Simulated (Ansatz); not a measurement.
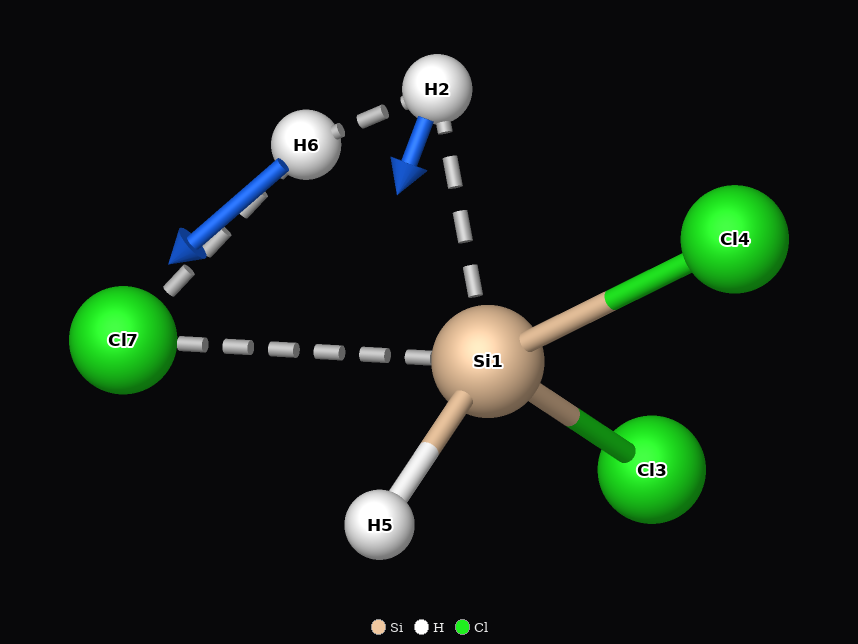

The arrows show one normal mode. Broken sticks mark bonds that form or break. Harmonic vibrations computed with RKS PBE0-D4/def2-TZVP (Ansatz 0.2.0) at a stationary point of the same level. It is a saddle point of order 1.

Q: Estimate its harmonic wavenumber.

A: 830i cm⁻¹; it is mode 1 of 15 counted from the lowest. It is the reaction coordinate: Si1–Cl7 forms (2.44 Å), H2–H6 forms (0.93 Å), Si1–H2 breaks (1.67 Å), H6–Cl7 breaks (1.67 Å), or the reverse.
